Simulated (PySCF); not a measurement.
## Electronic structure of F$_{2}$Ge$_{2}$H$_{6}$P$_{2}$ (SMILES FP(F)[P]([GeH3])[GeH3]) in real space

```xyz
12

F     2.7246   -1.3787    1.2494
P     1.1104   -1.3695    1.2579
F     0.8596   -2.8742    0.7151
P     0.7971   -0.3462   -0.7000
Ge   -1.4962   -0.7851   -0.6477
Ge    0.6817    1.7910    0.2321
H    -2.2219    0.4201   -1.2673
H    -1.9760   -0.9941    0.8036
H    -1.7560   -2.0553   -1.4680
H     0.0814    1.7574    1.6519
H    -0.2024    2.6435   -0.6916
H     2.1049    2.3671    0.2859
```

Geometry: PBE0-D3(BJ)/def2-SVP.

Method: PySCF, CAM-B3LYP/def2-SVPD, SCF density, gas phase.

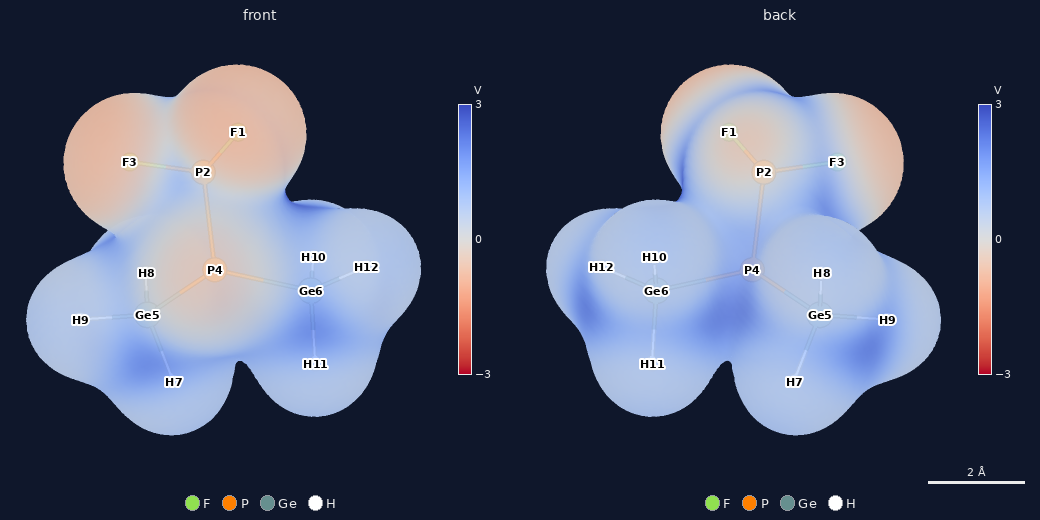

Figure 1. The molecular electrostatic potential painted on the density surface at 0.004 e/bohr³, seen from the front and from behind; the colour scale runs from red (negative) to blue (positive).

Which sites attract a positive test charge, and which a negative one?

A positive charge is drawn to the negative regions and a negative charge to the positive ones. The most negative region (about −0.8 V, or −18 kcal/mol for a unit charge) lies over F1 and F3, the most positive (about +2.4 V, or +55 kcal/mol for a unit charge) over P2 and Ge6.

What dipole moment does the calculation give?

Its dipole moment is 2.59 D.

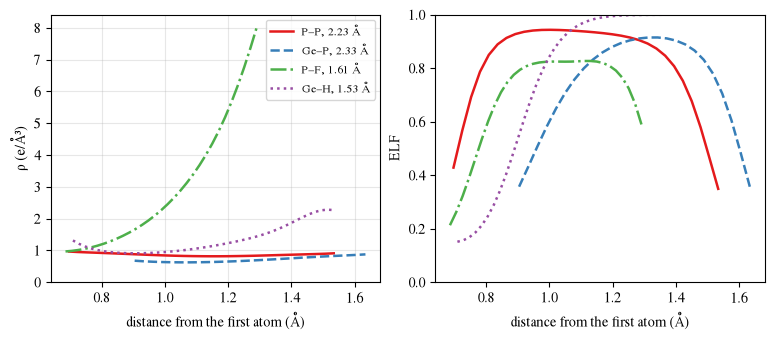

Figure 2. Total electron density and ELF along straight lines between neighbouring atoms. The curves leave out the atomic cores.

Compare the contacts.

P–P (2.23 Å): ρ is about 0.82 e/Å³ halfway; the ELF peaks at about 0.95 between the atoms (a shared electron pair).
Ge–P (2.33 Å): ρ at the midpoint is about 0.64 e/Å³; the ELF peaks at about 0.90 between the atoms; a shared electron pair.
P–F (1.61 Å): ρ at the midpoint is about 1.2 e/Å³; the ELF peaks at about 0.85 in the valence shell of F, 0.5 Å from its nucleus, and is about 0.60 at the midpoint.
Ge–H (1.53 Å): ρ at the midpoint is about 1.1 e/Å³; the ELF climbs to about 1 towards the hydrogen.
